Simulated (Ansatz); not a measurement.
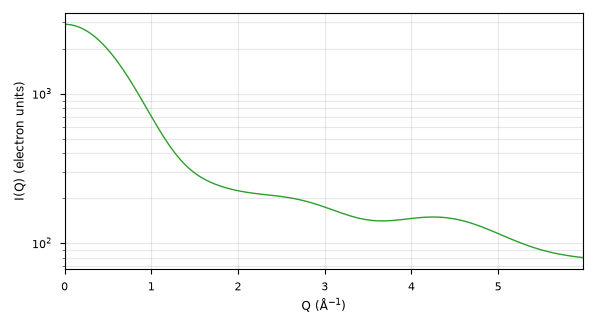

Elastic X-ray scattering of a randomly oriented, rigid molecule, calculated with the Debye equation from neutral-atom form factors (independent atoms, no Compton part, no vibration). The geometry is the end point of an optimisation (RKS B3LYP-D4/def2-SVP (Ansatz)); it may be a saddle point or a higher isomer. It contains B, C, Si, Al, N, H.

Question: How many electrons does the independent-atom model of the molecule hold?

Answer: I(0) is the square of the electron number: I(0) = 2910, so about 54 electrons, the count of CH9AlBNSi.

Question: What radius of gyration does the initial fall-off give?

Answer: From I(Q) ≈ I(0) exp(−Q²R²/3) at small Q, R ≈ 2.18 Å. It is larger than the electron-weighted radius of the nuclear positions alone (2.03 Å), because each atom's electron cloud adds to it.
